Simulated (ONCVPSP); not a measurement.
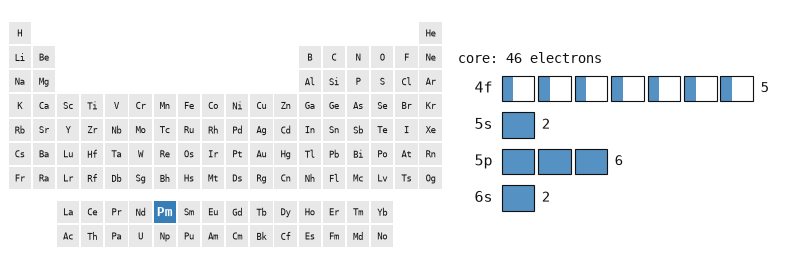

*Left, the place of promethium in the periodic table; right, the valence shells of the reference configuration: a box for each of the 2l + 1 orbitals, shaded by the share of the shell that is filled, with the electron count at the right. The shells are those of the unaltered input.*

**Run report: Pm, pseudopotential generation**

Promethium (Pm, Z = 61), core [Kr] 4d10, reference valence 4f5 5s2 5p6 6s2, valence charge 15. (This line and the method describe the unaltered input from which the odd one was made.) Computed at this level: ONCV potential, PBEsol, scalar-relativistic, made with ONCVPSP 4.0.1.

Input:
```
# ATOM AND REFERENCE CONFIGURATION
# atsym  z   nc   nv     iexc    psfile
  Pm 61.00    9    4  -116133      upf
#
#   n    l    f
    1    0    2.00
    2    0    2.00
    2    1    6.00
    3    0    2.00
    3    1    6.00
    3    2   10.00
    4    0    2.00
    4    1    6.00
    4    2   10.00
    4    3    5.00
    5    0    2.00
    5    1    6.00
    6    0    2.00
#
# PSEUDOPOTENTIAL AND OPTIMIZATION
# lmax
    3
#
#   l,   rc,      ep,       ncon, nbas, qcut
    0    4.80    0.00    4    7    3.30
    1    1.85    0.00    4    8    5.10
    2    2.65    0.15    5    8    3.60
    3    0.85    0.00    3    8   14.10
#
# LOCAL POTENTIAL
# lloc, lpopt,  rc(5),   dvloc0
    3    5    0.85    0.00
#
# VANDERBILT-KLEINMAN-BYLANDER PROJECTORs
# l, nproj, debl
    0    2    0.70
    1    2    2.50
    2    2    1.90
    3    0    2.00
#
# MODEL CORE CHARGE
# icmod, fcfact, rcfact
    2    0.45    0.60
#
# LOG DERIVATIVE ANALYSIS
# epsh1, epsh2, depsh
   -3.00    5.00    0.02
#
# OUTPUT GRID
# rlmax, drl
    6.00    0.01
#
# TEST CONFIGURATIONS
# ncnf
    4
# nvcnf
#   n    l    f
    4
    4    3    5.00
    5    0    2.00
    5    1    6.00
    6    0    1.00
#
    4
    4    3    5.00
    5    0    2.00
    5    1    6.00
    6    0    0.00
#
    4
    4    3    4.00
    5    0    2.00
    5    1    6.00
    6    0    0.00
#
    5
    4    3    4.00
    5    0    2.00
    5    1    6.00
    6    0    1.00
    5    2    1.00
#
```

Hardware: 1 CPU thread, shared host.

Run as:
```bash
oncvpsp.x < Pm.dat > Pm.out
```

Log (extracts):
```
ONCVPSP  (Optimized Norm-Conservinng Vanderbilt PSeudopotential)
scalar-relativistic version 4.0.1

#   n    l    f        energy (Ha)
    1    0    2.00    -1.6538993E+03
    2    0    2.00    -2.6891398E+02
    2    1    6.00    -2.4017274E+02
    3    0    2.00    -5.8632833E+01
    3    1    6.00    -4.9609651E+01
    3    2   10.00    -3.7238024E+01
    4    0    2.00    -1.1649388E+01
    4    1    6.00    -8.6881972E+00
    4    2   10.00    -4.5073485E+00
    4    3    5.00    -8.0468172E-02
    5    0    2.00    -1.5398215E+00
    5    1    6.00    -8.3360163E-01
    6    0    2.00    -1.3085151E-01

Reference configufation results
  iterations    33
  all-electron total energy (Ha)   -1.00169700D+04

Begin loop to  construct optimized pseudo wave functions
and semi-local pseudopoentials for all angular momenta

Calculating optimized projector #   1

 for l=   0

    Fraction of norm inside rc  0.999984
    Optimizing pswf for qcut=   3.30 a_B^-1,  ecut=   5.44 Ha
    Residual kinetic energy error=  1.70D-09 Ha

    Energy error per electron        Cutoff
         Ha          eV             Ha
         0.01000     0.27211        2.06
         0.00100     0.02721        2.80
         0.00010     0.00272        3.43
         0.00001     0.00027        3.95

Calculating optimized projector #   2

 for l=   0

    Fraction of norm inside rc  0.667306
    Optimizing pswf for qcut=   3.30 a_B^-1,  ecut=   5.44 Ha
    Residual kinetic energy error=  2.06D-08 Ha

    Energy error per electron        Cutoff
         Ha          eV             Ha
         0.01000     0.27211        1.98
         0.00100     0.02721        2.85
         0.00010     0.00272        3.56
         0.00001     0.00027        4.20

   Wellstate for l =  1  n =  7
     eigenvalue =   1.6664
     asymptotic potential =   2.1664
     half-point radius =  3.9661

Calculating optimized projector #   1

 for l=   1

    Fraction of norm inside rc  0.653764
    Optimizing pswf for qcut=   5.11 a_B^-1,  ecut=  13.04 Ha
    Residual kinetic energy error=  6.83D-04 Ha

    Energy error per electron        Cutoff
         Ha          eV             Ha
         0.01000     0.27211        6.04
         0.00100     0.02721       12.26
         0.00010     0.00272       49.96
         0.00001     0.00027       61.94

Calculating optimized projector #   2

 for l=   1

    Fraction of norm inside rc  0.086201
    Optimizing pswf for qcut=   5.11 a_B^-1,  ecut=  13.04 Ha
    Residual kinetic energy error=  1.38D-03 Ha

    Energy error per electron        Cutoff
         Ha          eV             Ha
         0.01000     0.27211        7.44
         0.00100     0.02721       13.78
         0.00010     0.00272       37.08
         0.00001     0.00027       68.26

WARNING wellstate: moderately localized bound state found for n= 5 l=  2
WARNING scattering state with energy  0.05000000
WARNING will be used for the first projector

   Wellstate for l =  2  n =  6
     eigenvalue =   0.0500
     asymptotic potential =   0.5500
     half-point radius = 25.0613

   Wellstate for l =  2  n =  7
     eigenvalue =   1.9500
     asymptotic potential =   2.4500
     half-point radius =  4.3903

Calculating optimized projector #   1

 for l=   2

    Fraction of norm inside rc  0.069969
    Optimizing pswf for qcut=   3.60 a_B^-1,  ecut=   6.47 Ha
    Residual kinetic energy error=  2.11D-04 Ha

    Energy error per electron        Cutoff
         Ha          eV             Ha
         0.01000     0.27211        3.17
         0.00100     0.02721        5.19
         0.00010     0.00272        7.36
         0.00001     0.00027       22.56

Calculating optimized projector #   2

 for l=   2

    Fraction of norm inside rc  0.217996
    Optimizing pswf for qcut=   3.60 a_B^-1,  ecut=   6.47 Ha
    Residual kinetic energy error=  1.02D-02 Ha

    Energy error per electron        Cutoff
         Ha          eV             Ha
         0.01000     0.27211        6.48
         0.00100     0.02721        9.30
         0.00010     0.00272       16.07
         0.00001     0.00027       28.50

Calculating optimized projector #   1

 for l=   3

    Fraction of norm inside rc  0.470660
    Optimizing pswf for qcut=  14.11 a_B^-1,  ecut=  99.59 Ha
    Residual kinetic energy error=  6.78D-03 Ha

    Energy error per electron        Cutoff
         Ha          eV             Ha
         0.01000     0.27211       96.05
         0.00100     0.02721      372.60

Construct Vanderbilt / Kleinmman-Bylander projectors

B matrix Hermiticity error, ll=   0
   1   2    9.9104E-05

  Orthonormal projector coefficients  2.3604E+01 -1.8822E+00

B matrix Hermiticity error, ll=   1
   1   2   -2.5408E-04

  Orthonormal projector coefficients  2.0243E+01  1.4697E+00

B matrix Hermiticity error, ll=   2
   1   2    4.1536E-05

  Orthonormal projector coefficients  1.1631E+01  8.1913E-01

Model core correction analysis
  based on d2Exc/dn_idn_j

d2excae - all-electron derivatives

   -1.741793D-02   -1.305851D-02   -1.030784D-02   -1.770495D-03
   -1.305820D-02   -2.487441D-02   -2.174203D-02   -1.490559D-03
   -1.030757D-02   -2.174203D-02   -2.205622D-02   -2.786073D-03
   -1.770021D-03   -1.490351D-03   -2.785536D-03   -2.635487D-02

d2excps - pseudofunction derivatives with no core correction

   -4.778975D-02   -2.555918D-02   -1.470746D-02   -3.480527D-03
   -2.555983D-02   -2.510343D-02   -2.143014D-02   -2.338269D-03
   -1.470760D-02   -2.142989D-02   -2.344745D-02   -2.722521D-03
   -3.480233D-03   -2.337668D-03   -2.721957D-03   -2.623703D-02

rms 2nd derivative error    8.955486E-03

amplitude prefactor, scale prefactor
   13.2595    1.1356

d2excps - pseudofunction derivatives with core correction

   -2.453688D-02   -1.598902D-02   -1.147109D-02   -2.289996D-03
   -1.598894D-02   -1.907565D-02   -1.925891D-02   -1.597681D-03
   -1.147081D-02   -1.925858D-02   -2.243740D-02   -2.479546D-03
   -2.289533D-03   -1.597357D-03   -2.478979D-03   -2.614343D-02

rms 2nd derivative error    2.709503E-03

Pseudoatom total energy  -68.951347

Diagnostic tests using Vanderbilt-Kleinman-Bylander pseudopotentials
  1 or more projectors used as specified by nproj input data

   l    rcore       rmatch      e in        delta e   norm test  slope test

   0   4.8278676   4.9744521  -1.5398215  -0.0000001   1.0001797   1.0001618
   0   4.8278676   4.9744521  -0.1308515  -0.0000001   1.0000073   1.0000091

   1   1.8538664   1.9101538  -0.8336016  -0.0000050   1.0000850   1.0001001
   1   1.8538664   1.9101538   1.6663984   0.0000202   1.0003281   1.0003281

   2   2.6543444   2.7349361   0.0500000   0.0000028   1.0000962   1.0000962
   2   2.6543444   2.7349361   1.9500000   0.0000283   1.0001046   1.0001046

   3   0.8518065   0.8776692  -0.0804682  -0.0002104   0.9998736   0.9988290

 Testing for bound ghosts
   n   l    E NL Schr. Eq   E Basis Diag.   E Cutoff

       0                      -25.537843      8.40  WARNING - GHOST(-)
       0                       -2.796227      8.40  WARNING - GHOST(-)
   1   0       -1.539822       -1.520283      8.40
   2   0       -0.130852       -0.128307      8.40

       1                       -9.261462     87.99  WARNING - GHOST(-)
   2   1       -0.833607       -0.831961     87.99

       2                       -0.636033     48.96  WARNING - GHOST(-)
   3   2       -0.066857       -0.061483     48.96

 Testing for highly-localized positive-energy ghosts
       l    <radius>/rc     E Basis Diag.   E Cutoff

Test configuration 0

   n   l     f        eae           eps        diff
   1   0  2.0000-1653.89925406
   2   0  2.0000 -268.91397785
   2   1  6.0000 -240.17274363
   3   0  2.0000  -58.63283256
   3   1  6.0000  -49.60965053
   3   2 10.0000  -37.23802423
   4   0  2.0000  -11.64938770
   4   1  6.0000   -8.68819718
   4   2 10.0000   -4.50734847
   4   3  5.0000   -0.08046817   -0.08067860   -2.10D-04
   5   0  2.0000   -1.53982154   -1.53982161   -6.38D-08
   5   1  6.0000   -0.83360163   -0.83360666   -5.03D-06
   6   0  2.0000   -0.13085151   -0.13085161   -9.73D-08

    Total energies and differences
      AE_ref= -1.00169700D+04  AE_tst= -1.00169700D+04  dif=  0.00D+00
      PS_ref= -6.89513472D+01  PS_tst= -6.89513472D+01  dif=  4.41D-13
      PSP excitation error= -4.41D-13

Test configuration 1

   n   l     f        eae           eps        diff
   1   0  2.0000-1654.12127673
   2   0  2.0000 -269.13492065
   2   1  6.0000 -240.39382805
   3   0  2.0000  -58.85238266
   3   1  6.0000  -49.82923022
   3   2 10.0000  -37.45773352
   4   0  2.0000  -11.86946274
   4   1  6.0000   -8.90847060
   4   2 10.0000   -4.72794706
   4   3  5.0000   -0.30142519   -0.30406888   -2.64D-03
   5   0  2.0000   -1.76341320   -1.76425088   -8.38D-04
   5   1  6.0000   -1.05662653   -1.05739526   -7.69D-04
   6   0  1.0000   -0.30533132   -0.30541496   -8.36D-05

    Total energies and differences
      AE_ref= -1.00169700D+04  AE_tst= -1.00167531D+04  dif=  2.17D-01
      PS_ref= -6.89513472D+01  PS_tst= -6.87347211D+01  dif=  2.17D-01
      PSP excitation error=  2.57D-04

Test configuration 2

   n   l     f        eae           eps        diff
   1   0  2.0000-1654.38173328
   2   0  2.0000 -269.39365249
   2   1  6.0000 -240.65275096
   3   0  2.0000  -59.10908689
   3   1  6.0000  -50.08597426
   3   2 10.0000  -37.71466592
   4   0  2.0000  -12.12679597
   4   1  6.0000   -9.16605707
   4   2 10.0000   -4.98593367
   4   3  5.0000   -0.55921370   -0.56701471   -7.80D-03
   5   0  2.0000   -2.02427212   -2.02701515   -2.74D-03
   5   1  6.0000   -1.31527761   -1.31781021   -2.53D-03

    Total energies and differences
      AE_ref= -1.00169700D+04  AE_tst= -1.00163547D+04  dif=  6.15D-01
      PS_ref= -6.89513472D+01  PS_tst= -6.83357222D+01  dif=  6.16D-01
      PSP excitation error= -3.14D-04

Test configuration 3

psatom: WARNING lschvkbb convergence error n,l,iter=   4   3   3
ea(ii),et,emin,emax -8.067860E-02 -8.874646E-02 -8.874646E-02 -8.874646E-02
run_config: WARNING for fully non-local PS atom, stg. 1
 WARNING no output for configuration 4

Test configuration 4

psatom: WARNING lschvkbb convergence error n,l,iter=   4   3   3
ea(ii),et,emin,emax -8.067860E-02 -8.874646E-02 -8.874646E-02 -8.874646E-02
run_config: WARNING for fully non-local PS atom, stg. 1
 WARNING no output for configuration 5
```

Outcome:

| quantity | value |
| --- | --- |
| outcome | generated, with a ghost state |
| ghost flags of the generator | 4 GHOST(-), 0 GHOST(+) |
| largest excitation error printed | 8.5 meV |
| wall time | 7.1 s |

What is odd here:

One thing in this input was made odd on purpose: rc of l = 0 set to 4.80 bohr. The program ran to the end. The all-electron atom is untouched: its total energy equals that from the unaltered input (−10016.9700 Ha). The pseudo-atom's total energy moves by +0.48 Ha, so the potential, or the configuration in which it is tested, is another one. The unaltered input has a GHOST(-) flag too. The potential has a bound ghost state, so it can't be used as it stands. Warnings of the program, in the generation or the tests: wellstate: moderately localized bound state found for n= 5 l= 2; psatom: WARNING lschvkbb convergence error n,l,iter= 4 3 3.
